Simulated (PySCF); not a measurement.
# CoO₂F: triplet, from a T-shaped (ligand arrangement 1) start

Where does triplet CoO₂F go from a T-shaped (ligand arrangement 1) start, is the end point a minimum, and what are its modes, charges and moments?

The runs use PySCF 2.14.0; PBE0, basis Co def2-TZVP, O def2-TZVP, F def2-TZVP, no relativity, density fitting.

### 1 The system as given

4 atoms, charge 0, spin multiplicity 3.

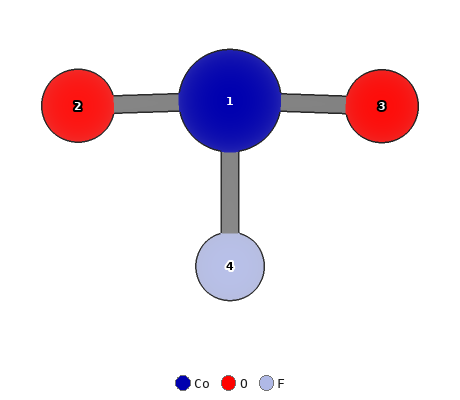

The starting geometry (cobalt blue, oxygen red, fluorine light blue); atoms are numbered from 1 in the order of the file.

```xyz
4
charge 0 multiplicity 3
Co    0.0000    0.0000    0.0000
O     1.5990    0.0000    0.0558
O    -1.5990    0.0000    0.0558
F     0.0000    0.0000    1.7500
```

### 2 The SCF at the typed geometry

The steps below are one call of a driver around PySCF. For each, scf.py gives the equivalent set-up of the SCF; relaxations use the driver's own optimiser. After this first run the driver tries any further starts and a stability analysis.

The input, scf.py:

```python
from pyscf import gto, scf, dft
mol = gto.M(atom='''
Co     0.000000     0.000000     0.000000
O      1.599000     0.000000     0.055800
O     -1.599000     0.000000     0.055800
F      0.000000     0.000000     1.750000''',
    basis={'Co': 'def2-TZVP', 'O': 'def2-TZVP', 'F': 'def2-TZVP'},
    charge=0, spin=2)
mf = dft.UKS(mol, xc='PBE0')
mf.grids.atom_grid = (50, 194)
aux = {'Co': 'def2-universal-JKFIT', 'O': 'def2-universal-JKFIT', 'F': 'def2-universal-JKFIT'}
mf = mf.density_fit(auxbasis=aux)
mf.conv_tol = 1e-08
mf.diis_space = 10
mf.max_cycle = 60
mf.init_guess = 'minao'
mf.verbose = 4
mf.kernel()
```

Launch:

```bash
$ OMP_NUM_THREADS=4 python axn.py task.json out
```

The program printed:

```text
init E= -1631.62195918124
[... the frontier-level lines of each cycle are left out ...]
cycle= 1 E= -1615.89189302697  delta_E= 15.7  |g|= 5.71  |ddm|= 20.5
cycle= 2 E= -1544.43256935668  delta_E= 71.5  |g|= 16.6  |ddm|= 22.4
cycle= 3 E= -1603.63477326798  delta_E= -59.2  |g|= 10.5  |ddm|= 7.31
cycle= 4 E= -1610.13756468368  delta_E= -6.5  |g|= 8.21  |ddm|= 4.22
cycle= 5 E= -1613.8022096207  delta_E= -3.66  |g|= 7.86  |ddm|= 3.83
cycle= 6 E= -1622.19987515843  delta_E= -8.4  |g|=  6.2  |ddm|= 4.11
cycle= 7 E= -1625.95778231862  delta_E= -3.76  |g|= 4.87  |ddm|= 1.63
cycle= 8 E= -1630.1508080691  delta_E= -4.19  |g|= 3.21  |ddm|= 2.18
cycle= 9 E= -1630.97142333364  delta_E= -0.821  |g|= 2.54  |ddm|= 0.403
cycle= 10 E= -1631.34738531461  delta_E= -0.376  |g|=  2.3  |ddm|= 0.273
cycle= 11 E= -1631.93262692209  delta_E= -0.585  |g|= 1.53  |ddm|= 0.331
cycle= 12 E= -1632.15353564609  delta_E= -0.221  |g|= 1.15  |ddm|= 0.755
cycle= 13 E= -1632.48822739989  delta_E= -0.335  |g|= 0.117  |ddm|= 0.39
cycle= 14 E= -1632.49105466045  delta_E= -0.00283  |g|= 0.0505  |ddm|= 0.0448
cycle= 15 E= -1632.49188626442  delta_E= -0.000832  |g|= 0.00758  |ddm|= 0.0259
cycle= 16 E= -1632.49194819991  delta_E= -6.19e-05  |g|= 0.014  |ddm|= 0.0166
cycle= 17 E= -1632.49203109217  delta_E= -8.29e-05  |g|= 0.00719  |ddm|= 0.00891
cycle= 18 E= -1632.49208949576  delta_E= -5.84e-05  |g|= 0.00306  |ddm|= 0.012
cycle= 19 E= -1632.49211104275  delta_E= -2.15e-05  |g|= 0.00173  |ddm|= 0.00795
cycle= 20 E= -1632.49213115581  delta_E= -2.01e-05  |g|= 0.000886  |ddm|= 0.0106
cycle= 21 E= -1632.4921417659  delta_E= -1.06e-05  |g|= 0.00075  |ddm|= 0.00868
cycle= 22 E= -1632.49214647131  delta_E= -4.71e-06  |g|= 0.00065  |ddm|= 0.00559
cycle= 23 E= -1632.49215015209  delta_E= -3.68e-06  |g|= 0.000326  |ddm|= 0.00687
cycle= 24 E= -1632.49215120005  delta_E= -1.05e-06  |g|= 0.000263  |ddm|= 0.00301
cycle= 25 E= -1632.49215184284  delta_E= -6.43e-07  |g|= 0.000132  |ddm|= 0.00307
cycle= 26 E= -1632.4921519908  delta_E= -1.48e-07  |g|= 7.19e-05  |ddm|= 0.00145
cycle= 27 E= -1632.49215203109  delta_E= -4.03e-08  |g|= 3.76e-05  |ddm|= 0.000749
cycle= 28 E= -1632.49215203958  delta_E= -8.5e-09  |g|= 4.77e-05  |ddm|= 0.000301
Extra cycle  E= -1632.49215203126  delta_E= 8.32e-09  |g|= 0.000163  |ddm|= 0.000119
converged SCF energy = -1632.49215203126  <S^2> = 2.1027842  2S+1 = 3.0677576
```

This step, with its further starts and checks, needed 61 s of wall time on 4 threads of Arm Neoverse V2, shared host.

The starts that the driver tried:

```csv
start,energy (Eh)
the minimal-basis guess,-1632.492152
a thermally smeared density,-1632.492152
a smeared PBE density,-1632.502380
```

This is not the lowest solution: one lies 80.3 kJ/mol lower, at -1632.52274 Eh, and the relaxation starts from that.

### 3 T-shaped (ligand arrangement 1) start, triplet: relaxation

The program finds C2v symmetry in the start, which this walk keeps. The walk stops when the largest gradient is under 0.0003 Eh/bohr and the energy has settled too.

scf.py: that of step 2 with these lines changed.

```diff
@@ -3,4 +3,4 @@
-Co     0.000000     0.000000     0.000000
-O      1.599000     0.000000     0.055800
-O     -1.599000     0.000000     0.055800
-F      0.000000     0.000000     1.750000''',
+Co     0.000000     0.000000    -0.318703
+O      1.599000     0.000000    -0.262903
+O     -1.599000     0.000000    -0.262903
+F      0.000000     0.000000     1.431297''',
@@ -16 +15,0 @@
-mf.init_guess = 'minao'
```

Energy and gradient, step by step:

```csv
step,energy (Eh),change (kJ/mol),largest symmetric gradient (Eh/bohr)
0,-1632.522743,0.00,0.05451
1,-1632.534942,-32.03,0.02550
2,-1632.539008,-42.70,0.01473
3,-1632.540987,-47.90,0.01799
4,-1632.543694,-55.01,0.02522
5,-1632.553423,-80.55,0.03787
6,-1632.560134,-98.17,0.04024
7,-1632.576255,-140.49,0.02754
8,-1632.578781,-147.13,0.01226
9,-1632.578963,-147.61,0.00333
10,-1632.578976,-147.64,0.00069
11,-1632.578978,-147.64,0.00004
```

The walk took 53 s.

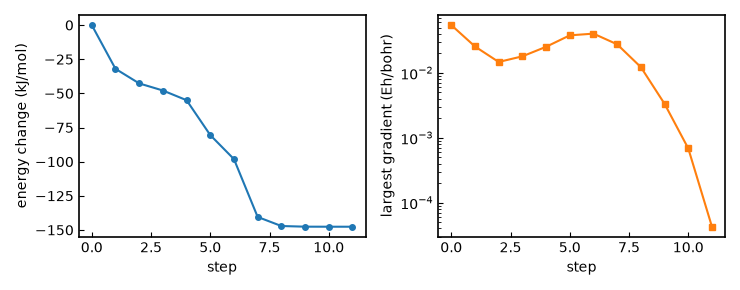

Energy and largest gradient along the walk.

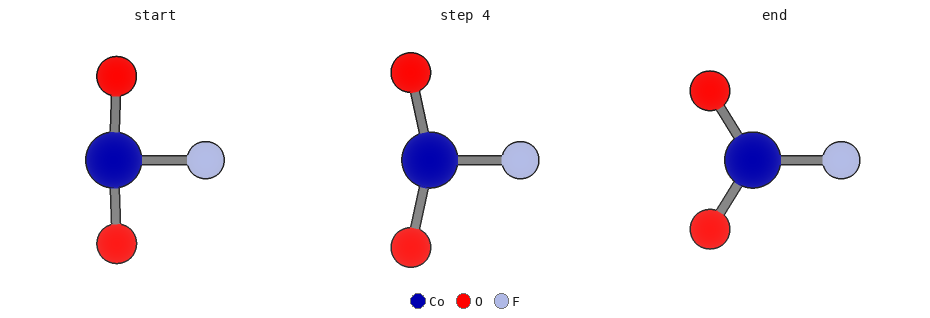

Start and end of the relaxation, with a step between.

It settles in C2v symmetry, 147.6 kJ/mol below the start, after 11 steps: Co–F 1.686 Å, Co–O 1.552 Å (×2); F–Co–O 121.6° (×2), O–Co–O 116.8°.

### 4 Vibrations and properties at this point

The point is checked on the finer grid, and tightened if its gradient asks for it. The Hessian and the dipole derivatives come from central differences of analytic gradients, with steps of 0.02 bohr.

scf.py: that of step 3 with these lines changed.

```diff
@@ -3,4 +3,4 @@
-Co     0.000000     0.000000    -0.318703
-O      1.599000     0.000000    -0.262903
-O     -1.599000     0.000000    -0.262903
-F      0.000000     0.000000     1.431297''',
+Co     0.000000     0.000000    -0.054419
+O      1.321439     0.000000    -0.868368
+O     -1.321439     0.000000    -0.868368
+F      0.000000     0.000000     1.631459''',
@@ -10 +10 @@
-mf.grids.atom_grid = (50, 194)
+mf.grids.atom_grid = (75, 302)
@@ -13 +13 @@
-mf.conv_tol = 1e-08
+mf.conv_tol = 1e-10
```

The driver hands on the density of the step before, so the log starts near convergence.

SCF at the final geometry:

```text
init E= -1632.57889427208
[... the frontier-level lines of each cycle are left out ...]
cycle= 1 E= -1632.57889426718  delta_E= 4.89e-09  |g|= 0.00014  |ddm|= 5.14e-05
cycle= 2 E= -1632.57889408733  delta_E= 1.8e-07  |g|= 0.000871  |ddm|= 0.000299
cycle= 3 E= -1632.57889427082  delta_E= -1.83e-07  |g|= 6.37e-05  |ddm|= 0.000247
cycle= 4 E= -1632.57889427223  delta_E= -1.41e-09  |g|= 8.24e-07  |ddm|= 2.62e-05
cycle= 5 E= -1632.57889427223  delta_E= -2.27e-13  |g|= 8.79e-07  |ddm|= 1.4e-06
Extra cycle  E= -1632.57889427223  delta_E= 1.14e-12  |g|= 3.41e-06  |ddm|= 2.24e-06
converged SCF energy = -1632.57889427223  <S^2> = 2.0389108  2S+1 = 3.0258293
```

The whole step took 82 s.

Geometry: C2v; Co–F 1.686 Å, Co–O 1.552 Å (×2); F–Co–O 121.6° (×2), O–Co–O 116.7°.

Harmonic modes (main isotopes):

| symmetry | ω (cm⁻¹) | IR (km/mol) | type |
| --- | --- | --- | --- |
| b1 | 196 | 29.5 | bend |
| b2 | 226 | 4.8 | bend |
| a1 | 340 | 0.4 | bend |
| a1 | 726 | 71.0 | stretch |
| b2 | 980 | 84.0 | stretch |
| a1 | 1022 | 38.0 | stretch |

No imaginary mode, so this is a minimum.

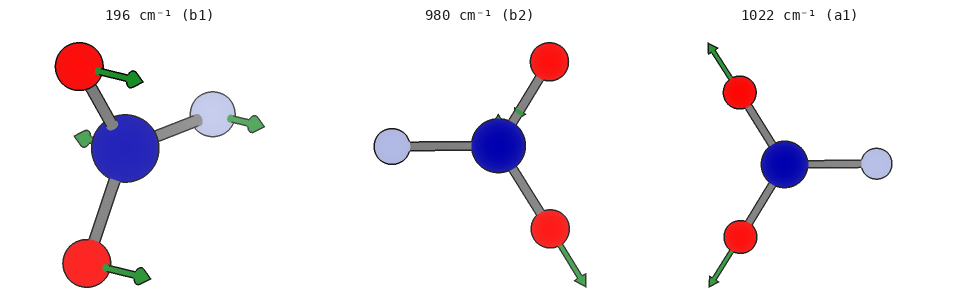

How the atoms move in 3 of the modes.

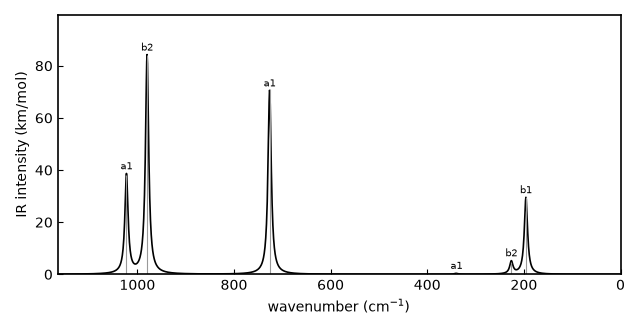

The harmonic infrared spectrum (widths in cm⁻¹). Lines are broadened to a width of 8 cm⁻¹ (Lorentzian).

Constants and moments:

| Property | Result |
| --- | --- |
| Dipole moment | 0.21 D |
| Highest occupied level | -10.18 eV |
| Lowest empty level | -5.76 eV |
| Rotational constants | 0.3018, 0.2252, 0.129 cm⁻¹ |
| Zero-point energy | 20.9 kJ/mol |
| Principal polarisabilities | 19.3, 35.3, 45.0 bohr³ |
| Atomisation energy without zero-point energy | 994 kJ/mol |
| Principal traceless quadrupole moments about the centre of mass | -3.56, -0.87, 4.43 D Å |
| Entropy at 298.15 K and 1 bar (electronic part: spin only) | 298.4 J/(mol K) |
| Heat capacity Cp at 298.15 K | 61.6 J/(mol K) |
| Enthalpy at 298.15 K above 0 K | 14.22 kJ/mol |
| Rotational symmetry number | 2 |
| Spin squared ⟨S²⟩ | 2.039 |

Charges (e) and bond orders:

```
atom  Mulliken  Löwdin  polar tensor  spin (Mulliken)  Mayer order to Co1
 Co1      1.16    0.37          1.29             1.27                   –
O2,3     -0.37   -0.10         -0.37             0.33                1.71
  F4     -0.42   -0.18         -0.54             0.06                0.82
```

Outer orbital energies (eV). α occupied: -14.33, -12.75, -12.41, -12.22, -10.95, -10.63, -10.53, -10.18; empty: -5.76, -5.20, 0.21, 3.03. β occupied: -13.97, -12.75, -12.34, -12.23, -12.03, -10.81, -10.50, -10.26; empty: -5.13, -4.81, -4.81, -4.35.

Mulliken populations on Co1: s 6.37, p 12.31, d 7.15, f 0.00.

### 5 Summary of results

| quantity | value |
| --- | --- |
| minimum | triplet, C2v |
| geometry | Co–F 1.686 Å, Co–O 1.552 Å (×2); F–Co–O 121.6° (×2), O–Co–O 116.7° |
| wavenumbers (cm⁻¹) | 196 (b1), 226 (b2), 340 (a1), 726 (a1), 980 (b2), 1022 (a1) |
| dipole moment | 0.21 D |
| highest occupied, lowest empty level (either spin) | -10.18, -5.76 eV |
| polar-tensor charge of Co1 | +1.29 e |
| zero-point energy | 20.9 kJ/mol |
| entropy at 298.15 K | 298.4 J/(mol K) |
| atomisation energy (no zero-point energy) | 994 kJ/mol |
| ⟨S²⟩ | 2.039 |

The T-shaped (ligand arrangement 1) start keeps its C2v symmetry and ends in a minimum. The strongest infrared band lies at 980 cm⁻¹ (b2, stretch). Most of the spin sits on Co1 (Mulliken spin 1.27, against 2 for the whole molecule). The first SCF alone would have been 80 kJ/mol too high. Only this shape and spin were tried, so other structures or states may lie lower. One determinant may miss the lowest occupation of an open d or f shell.

The search up to here took 3.3 min.
